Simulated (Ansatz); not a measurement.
## FeGe: Hubbard U from linear response

Aim: a Hubbard U for Fe in FeGe from linear response.

Calculated with Ansatz 0.2.0; functionals named at each step; plane waves, collinear spin, no spin–orbit coupling.

The database entry behind the starting cell differs from later determinations by our own check (about 0.2 % short), so it need not match the best structure at ambient conditions.

### Step 1. Set-up

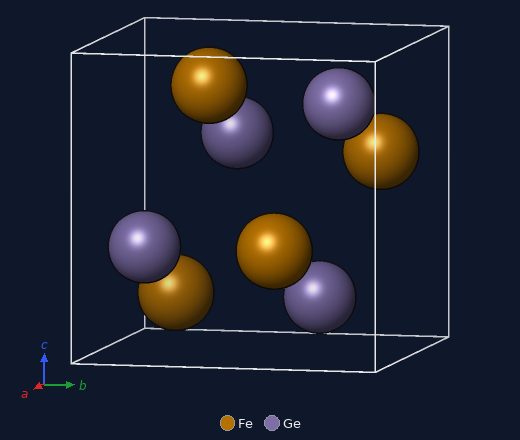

The cell as given, slightly off an axis (iron orange, germanium purple).

### Step 2. The reference order

The response depends on the magnetic state, so a state is chosen first.

2 starts were run under PBE; the lowest per atom is taken, and its run is shown. Energies are taken at zero occupation width. All starts end ferromagnetic.

The input, input.yaml:

```yaml
crystal:
  lattice:
    - [4.689, 0.0, 0.0]
    - [0.0, 4.689, 0.0]
    - [0.0, 0.0, 4.689]
  atoms:
    - { symbol: Fe, position: [0.135, 0.135, 0.135], spin: 2.8 }
    - { symbol: Fe, position: [0.365, 0.865, 0.635], spin: 2.8 }
    - { symbol: Fe, position: [0.635, 0.365, 0.865], spin: 2.8 }
    - { symbol: Fe, position: [0.865, 0.635, 0.365], spin: 2.8 }
    - { symbol: Ge, position: [0.842, 0.842, 0.842] }
    - { symbol: Ge, position: [0.658, 0.158, 0.342] }
    - { symbol: Ge, position: [0.342, 0.658, 0.158] }
    - { symbol: Ge, position: [0.158, 0.342, 0.658] }
magnetization:
  spin_polarized: true
kpoints:
  mp_grid: { grid: [7, 7, 7] }
hamiltonian:
  xc: pbe
scf:
  occupations: { method: fermi_dirac, width: 0.09 }
output:
  eigenvalues: true
```

The run is started by

```
ansatz run input.yaml --threads 8 --pin off --max-ram 14336MiB --backend cpu --events-out ev --progress --plain --runs-dir out
```

Numbers of over 12 decimals in the logs are rounded to 6 here.

What it wrote:

```text
Engine: ansatz 0.2.0, aarch64-unknown-linux-gnu
Pseudopotentials: kind: paw
Pseudopotential: Fe, paw, valence charge 16, recommended cutoff 420 eV (normal), Fe.paw.azcp
Pseudopotential: Ge, paw, valence charge 14, recommended cutoff 420 eV (normal), Ge.paw.azcp
Functional definition: PBE
  parameter kappa = 0.804
  parameter beta = 0.066725
  exchange = pbe_x(kappa = kappa, mu = beta*pi^2/3)
  correlation = pbe_c(beta = beta)
Crystal: 8 atoms, lattice volume = 103.096 Å³
Basis set: ecut = 420 eV, 2007 PW (Γ)
Bands: 79, of which v1, the nominal top of the filled ones, is band 60 counted from 1 (59 counted from 0)
Symmetry: 12 space group operations
Space group: P213 (ITA 198), of the structure as read, at distance tolerance 4.7e-5 Å
Magnetic group: BNS 198.9 (UNI 1511), of the structure as read, at distance tolerance 4.7e-5 Å
k-points: 24 of 343 (time reversal used)
Non-local potential: Fe, projectors of the file, l = 0: 3, l = 1: 2, l = 2: 3, l = 3: 1
Non-local potential: Ge, projectors of the file, l = 0: 2, l = 1: 2, l = 2: 3, l = 3: 1
PAW form: soft (Blöchl's): semilocal exchange-correlation on the pseudo side does not see the compensation charge
PAW one-centre angular grid: Fe, 590 points (default); XC on 64 Gauss nodes
PAW one-centre angular grid: Ge, 590 points (default); XC on 64 Gauss nodes
Initial density: superposition of atomic densities (chi_scale 0.1, normalization cell)
Starting moments: Σ|m| = 11.2 μB on 4 of 8 sites
Initial wavefunctions: pseudopotential atomic-orbital guess
Functional: x = pbe(κ = 0.804, μ = 0.219515), c = pbe(β = 0.066725)
[...]
SCF 1 converged in 14 iterations: F = -35102.660400 eV  dr2 = 5.82e-9
[...]
SCF converged after 14 iterations
Magnetization: 4.3152 μB (62.1576 up, 57.8424 down)
Absolute magnetization: 5.4149 μB (∫|ρ↑−ρ↓|, with the PAW one-centre terms)
Spin contamination: 0.1229 ħ² per cell (⟨S²⟩ above its minimum at these occupations)
Per-site moments (μB) at R_I (Å): [(1.191513, 0.981595), (1.191513, 0.981595), (1.191513, 0.981595), (1.191513, 0.981595), (-0.055101, 0.981595), (-0.055101, 0.981595), (-0.055101, 0.981595), (-0.055101, 0.981595)]
Free energy (F): -35102.660400 eV
Harris-Foulkes:  -35102.660400 eV  (|F-HF|=5.02e-9)
Internal energy: -35102.470135 eV  (E = F + TS)
E sigma→0 (E₀):  -35102.565267 eV
Entropy (-TS):   -0.190265 eV (-23.783 meV/atom)
Fermi energy:    16.786679 eV
--- Per-component energies (eV) ---
  E_band       = -1102.323065
  E_kinetic    = 1867.279023
  E_local      = -16384.477416  (includes V_loc(G=0)·N_el)
  E_nonlocal   = 2549.463333
  E_hartree    = 7096.106975
  E_xc         = -779.493383
  E_vxc        = -873.781080  (∫ρ·V_xc dr)
  E_paw        = -13548.023951  (= ΣΔE_a)
  E_vpaw       = -2453.031752  (= ΣTr[D̂ρ^β])
  E_aug_tail   = 0.004287  (compensation charges beyond the density's cutoff)
  E_ewald      = -15903.329002
  E_smearing   = -0.190265  (= −TS)
  E_closure    = 0.000000  (closes the sum)
  Σ components = -35102.660400   (vs F -35102.660400, Δ=0.00e0)
--- Band table (eV; the first three rows and the last of 48) ---
  k-point 0 ↑: bands = [... 56 lower, 15.9096, 15.9136, 15.9136, 15.9136, 16.4607, 16.4607, 16.4607, 18.5281, ... 15 higher]
  k-point 1 ↑: bands = [... 56 lower, 15.7707, 15.8763, 15.9209, 16.0810, 16.3261, 16.4161, 16.8488, 18.0257, ... 15 higher]
  k-point 2 ↑: bands = [... 56 lower, 15.7012, 15.8000, 15.9614, 16.0209, 16.2993, 16.3018, 17.5209, 17.6941, ... 15 higher]
  k-point 23 ↓: bands = [... 56 lower, 16.6074, 16.6307, 16.6671, 16.6959, 17.5434, 17.5596, 17.7580, 17.7874, ... 15 higher]
```

Elapsed: 9.2 s, on 8 threads of Arm Neoverse V2, shared host; peak memory 0.77 GiB; 67 s of CPU time.

The column dr2 measures how far the density is from self-consistency, as an energy; F and HF (Harris–Foulkes) agree once it is small.

```tsv
start	atoms	final state	energy (meV an atom)
parallel ++++	8	ferromagnetic	0.0
compensated ++−−	8	ferromagnetic	0.0
```

Spin moment in the sphere by atom:

```tsv
atom	spin moment in the sphere (μB)
Fe1	1.19
Fe2	1.19
Fe3	1.19
Fe4	1.19
Ge5	-0.06
Ge6	-0.06
Ge7	-0.06
Ge8	-0.06
```

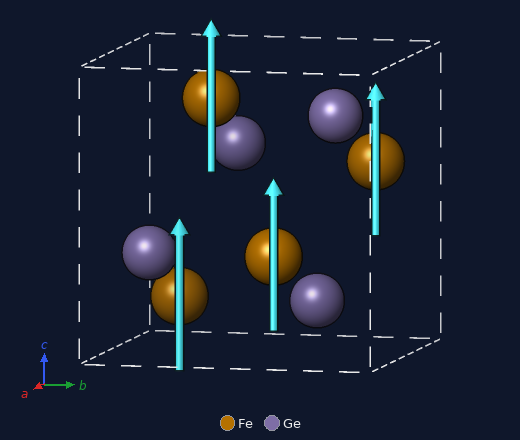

Spin moment in the sphere as arrows, the longest 1.19 μB. Up and down stand for the sign. Arrows give size and sign along the axis of quantisation, drawn up and down the page.

Spin density of the compensated ++−− start:

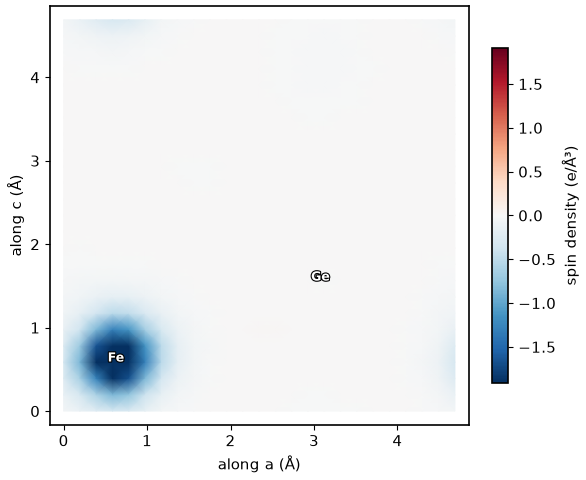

Spin density in the ac plane at fractional y = 0.135, with atoms of Fe and Ge within 0.2 Å of it.

### Step 3. PBE

A run without U, to see what the plain functional makes of this start.

The input, input.yaml:

```yaml
crystal:
  lattice:
    - [4.689, 0.0, 0.0]
    - [0.0, 4.689, 0.0]
    - [0.0, 0.0, 4.689]
  atoms:
    - { symbol: Fe, position: [0.135, 0.135, 0.135], spin: 1.3 }
    - { symbol: Fe, position: [0.365, 0.865, 0.635], spin: 1.3 }
    - { symbol: Fe, position: [0.635, 0.365, 0.865], spin: 1.3 }
    - { symbol: Fe, position: [0.865, 0.635, 0.365], spin: 1.3 }
    - { symbol: Ge, position: [0.842, 0.842, 0.842] }
    - { symbol: Ge, position: [0.658, 0.158, 0.342] }
    - { symbol: Ge, position: [0.342, 0.658, 0.158] }
    - { symbol: Ge, position: [0.158, 0.342, 0.658] }
magnetization:
  spin_polarized: true
kpoints:
  mp_grid: { grid: [7, 7, 7] }
hamiltonian:
  xc: pbe
scf:
  occupations: { method: fermi_dirac, width: 0.1 }
output:
  eigenvalues: true
```

What it wrote:

```text
[...]
Crystal: 8 atoms, lattice volume = 103.096 Å³
Basis set: ecut = 420 eV, 2007 PW (Γ)
Bands: 76, of which v1, the nominal top of the filled ones, is band 60 counted from 1 (59 counted from 0)
Symmetry: 12 space group operations
[...]
k-points: 24 of 343 (time reversal used)
[...]
Starting moments: Σ|m| = 5.2 μB on 4 of 8 sites
[...]
SCF iter  15: F=-35102.682685 eV  HF=-35102.682685 eV  |F-HF|=2.26e-10  |Δ(HF+E_count)|=   4.98e-9  Δρ=2.47e-7 (↑2.47e-7 ↓1.57e-7)  dr2=2.01e-10  dr2_m=1.20e-11  M=4.320 μB ∫|m|=5.416 μB  ethr=2.55e-11  ⟨swp⟩=6.2  Hψ=10953  notcnv=0
SCF 1 converged in 15 iterations: F = -35102.682685 eV  dr2 = 2.01e-10
[...]
SCF converged after 15 iterations
Magnetization: 4.3201 μB (62.1600 up, 57.8400 down)
Absolute magnetization: 5.4170 μB (∫|ρ↑−ρ↓|, with the PAW one-centre terms)
[...]
Per-site moments (μB) at R_I (Å): [(1.192357, 0.981595), (1.192357, 0.981595), (1.192357, 0.981595), (1.192357, 0.981595), (-0.054987, 0.981595), (-0.054987, 0.981595), (-0.054987, 0.981595), (-0.054987, 0.981595)]
Free energy (F): -35102.682685 eV
[...]
Internal energy: -35102.448428 eV  (E = F + TS)
E sigma→0 (E₀):  -35102.565556 eV
Entropy (-TS):   -0.234257 eV (-29.282 meV/atom)
Fermi energy:    16.787284 eV
[...]
--- Band table (eV; the first three rows and the last of 48) ---
  k-point 0 ↑: bands = [... 56 lower, 15.9111, 15.9134, 15.9134, 15.9134, 16.4601, 16.4601, 16.4601, 18.5267, ... 12 higher]
  k-point 1 ↑: bands = [... 56 lower, 15.7705, 15.8777, 15.9223, 16.0805, 16.3256, 16.4154, 16.8483, 18.0245, ... 12 higher]
  k-point 2 ↑: bands = [... 56 lower, 15.7012, 15.8013, 15.9624, 16.0202, 16.2986, 16.3013, 17.5203, 17.6934, ... 12 higher]
  k-point 23 ↓: bands = [... 56 lower, 16.6076, 16.6313, 16.6675, 16.6967, 17.5434, 17.5596, 17.7584, 17.7879, ... 12 higher]
```

Wall time 8.7 s (8 threads); peak memory 0.75 GiB.

Read from the output:

```yaml
magnetization: 4.32 μB
final_state: ferromagnetic
largest_moment: 1.192 μB
```

### Step 4. PBE, one cell

The cheapest recipe shifts the site in the one cell.

Edit input.yaml of step 3 so:

```diff
@@ -17,5 +17,8 @@
 kpoints:
-  mp_grid: { grid: [7, 7, 7] }
+  mp_grid: { grid: [6, 6, 6] }
 hamiltonian:
   xc: pbe
+  hubbard:
+    sites: [{ species: Fe, l: d, u_eff: linear-response }]
+    projectors: ortho-atomic
 scf:
```

What it wrote:

```text
[...]
davidson cushion auto → off  (block headroom 13 ≥ Hubbard manifold empty extent 8; pin scf.eigensolver.cushion to override)
LR-U cycle 1: input U_eff = [0.000, 0.000, 0.000, 0.000] eV
Crystal: 8 atoms, lattice volume = 103.096 Å³
Basis set: ecut = 420 eV, 2007 PW (Γ)
Bands: 76, of which v1, the nominal top of the filled ones, is band 60 counted from 1 (59 counted from 0)
Symmetry: 12 space group operations
[...]
k-points: 24 of 216 (time reversal used)
[...]
Starting moments: Σ|m| = 5.2 μB on 4 of 8 sites
[...]
SCF iter   7: F=—  HF=-35102.671128 eV  |F-HF|=—  |Δ(HF+E_count)|=   1.95e-3  Δρ=1.34e-3 (↑1.34e-3 ↓4.48e-4)  dr2=1.42e-3  dr2_m=4.73e-4  M=4.185 μB ∫|m|=5.214 μB  β_m=0.30  ethr=4.49e-6  ⟨swp⟩=3.0  Hψ=7711  notcnv=0
[...]
spin-set hold released at iteration 7 (site moments contracting): the magnetisation degrees of freedom join the quasi-Newton model from the next iteration; the mixer history was flushed
SCF iter   8: F=—  HF=-35102.675582 eV  |F-HF|=—  |Δ(HF+E_count)|=   4.45e-3  Δρ=1.24e-3 (↑1.24e-3 ↓7.02e-4)  dr2=5.17e-4  dr2_m=7.79e-4  M=4.200 μB ∫|m|=5.235 μB  β_m=0.63  ethr=1.18e-6  ⟨swp⟩=2.6  Hψ=6795  notcnv=0
[...]
SCF iter  19: F=-35102.681719 eV  HF=-35102.681719 eV  |F-HF|=0.00e0  |Δ(HF+E_count)|=  2.91e-11  Δρ=3.74e-8 (↑2.89e-8 ↓3.74e-8)  dr2=1.12e-12  dr2_m=4.84e-13  M=4.303 μB ∫|m|=5.398 μB  ethr=2.23e-12 (applied; sched 1.00e-12)  ⟨swp⟩=2.0  Hψ=6666  notcnv=0
SCF 1 converged in 19 iterations: F = -35102.681719 eV  dr2 = 1.12e-12
[...]
Symmetry: 3 space group operations
k-points: 40 of 216 (time reversal used)
[...]
Starting moments: Σ|m| = 5.2 μB on 4 of 8 sites; this step starts from the density that it was given
[...]
eigensolver tolerance schedule calibrated: the retry pair's looser diagonalisation under-reported the residual by θ = 0.31 (0.14/decade); ethr = c·dr2/N_el runs at the constant in force after the calibration composes with the one it found (an armed cap, an earlier calibration), c = 5.0e-2
[...]
SCF 2 converged in 16 iterations: F = -35102.592167 eV  dr2 = 7.21e-12
[...]
LR-U cycle 1: largest |computed − input| of the U and V asked for = 4.8060 eV
LR-U result after 1 cycle(s), on one cell, whose images are shifted too, at d_alpha = 0.0125 eV:
  orbit [0, 1, 2, 3]: n₀ = 7.1653, χ₀ = -1.4331 eV⁻¹, χ = -0.1824 eV⁻¹, U = 4.806 eV (written back: yes)
Signs of the perturbation — each orbit's converged response is one sign's alone; on orbit [0, 1, 2, 3], the minus sign is not solved: the plus sign's trace and free energy read its response alike
[...]
SCF 3 converged in 22 iterations: F = -35088.577955 eV  dr2 = 1.52e-8
[...]
SCF 4 converged in 9 iterations: F = -35088.702569 eV  dr2 = 8.59e-10
[...]
SCF 5 converged in 2 iterations: F = -35088.702569 eV  dr2 = 7.82e-10
[...]
Symmetry: 1 space group operations
k-points: 112 of 216 (time reversal used)
[...]
SCF 6 converged in 9 iterations: F = -35088.736088 eV  dr2 = 5.10e-9
[...]
SCF 7 converged in 2 iterations: F = -35088.736088 eV  dr2 = 4.32e-10
[...]
an SCF along what the orbitals of the run's state read of its open shells (or to have them read: on a GPU, or by another smearing), with 11 of the crystal's symmetry operations given up (112 k-points in place of 24), reached no lower state that the run goes on to. This is no proof of a minimum
SCF converged after 2 iterations
Stability not told: the SCF's own minimisation came to no verdict on its close; the lowest value that the minimisation read is 1.7e-2 (residual 4.2e-2): no lower mode is shown, and none is ruled out
Magnetization: 8.9789 μB (64.4894 up, 55.5106 down)
Absolute magnetization: 10.8062 μB (∫|ρ↑−ρ↓|, with the PAW one-centre terms)
[...]
Per-site moments (μB) at R_I (Å): [(2.425241, 0.981595), (2.369923, 0.981595), (2.432738, 0.981595), (2.374949, 0.981595), (-0.092136, 0.981595), (-0.091856, 0.981595), (-0.111971, 0.981595), (-0.089532, 0.981595)]
Free energy (F): -35088.736088 eV
[...]
Internal energy: -35088.647559 eV  (E = F + TS)
E sigma→0 (E₀):  -35088.691823 eV
Entropy (-TS):   -0.088528 eV (-11.066 meV/atom)
Fermi energy:    17.290756 eV
[...]
--- Band table (eV; the first three rows and the last of 224) ---
  k-point 0 ↑: bands = [... 56 lower, 13.6589, 14.0828, 14.1213, 14.1422, 14.4455, 14.5077, 14.5454, 17.9748, ... 12 higher]
  k-point 1 ↑: bands = [... 56 lower, 13.6473, 13.7825, 13.9828, 14.0458, 14.3968, 14.5335, 15.8064, 17.0598, ... 12 higher]
  k-point 2 ↑: bands = [... 56 lower, 13.4841, 13.6085, 13.7911, 13.9935, 14.3607, 14.6144, 16.4117, 16.8690, ... 12 higher]
  k-point 111 ↓: bands = [... 56 lower, 18.2645, 18.5565, 18.8427, 19.0000, 19.1937, 19.5896, 19.6729, 19.7630, ... 12 higher]
Occupation matrices written to <dir>
```

It took 7.2 min on 8 threads; peak memory 6.1 GiB; 56 min of CPU time.

The response of each shell:

```tsv
site	electrons	χ₀ (1/eV)	χ (1/eV)	U (eV)
Fe1 and 3 alike	7.165	-1.433	-0.1824	4.81
```

For Fe1 the on-site elements alone give 1/χ₀ − 1/χ = 4.79 eV, the inverses of the full matrices 4.66 eV, and the program reports 4.81 eV, after an interpolation towards a dense mesh that it makes on unshifted meshes and on single cells of several shells. The state, moments and gap printed next belong to the closing SCF at this U.

This step gave:

```yaml
magnetization: 8.979 μB
final_state: ferromagnetic
largest_moment: 2.433 μB
```

U on Fe is 4.81 eV. All images of the site are shifted together here, so the value is not converged.

The run warns that the state on which the response was measured is in doubt.

(Continued in part 2 of 2.)

[Logs and program files are shortened in this print: banners, set-up blocks, solver, clock and traceback lines can be left out without a mark of their own.]

[Logs are printed without paths, hosts, clocks, repeated set-up lines and the standing remarks that a program may print on its own settings, such as how far it seeks lower states.]

[Hosts, paths, dates, database ids (printed as entryN), source tags and the programs' standing remarks are cut or masked in the printed files.]

[Where a cell is said to come from a database of computed structures, the database is the Materials Project.]
